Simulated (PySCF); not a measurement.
SMILES C(=C)[SiH2][SiH2]F (C2H7FSi2), singlet at its GFN2-xTB optimised geometry (Å):

```
12

C      1.2063     1.3151    -2.4952
C      1.9102     0.6754    -1.5740
Si     1.1911    -0.0765     0.0000
Si    -1.1133    -0.0765     0.0000
F     -1.6371     1.4544     0.0000
H      1.6538     1.7398    -3.3816
H      0.1394     1.4503    -2.4041
H      2.9797     0.5774    -1.7234
H      1.7036    -1.4544     0.0930
H      1.7800     0.6549     1.1348
H     -1.7545    -0.6205     1.1944
H     -1.7800    -0.6275    -1.1784
```

Level of theory: PySCF with PBE0/def2-TZVP. Cells within 0.4 Å of a nucleus heavier than hydrogen are left out (blank, or x).

Map of the HOMO amplitude (bohr^(-3/2)) on the plane z = 0.0 Å; orbital energy -8.12 eV, overall sign arbitrary:

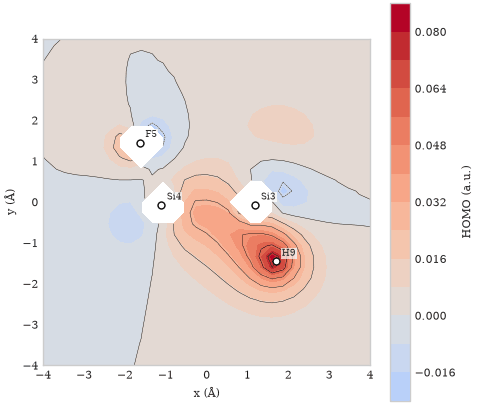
Figure. HOMO amplitude (bohr^(-3/2)) on the plane z = 0.0 Å.
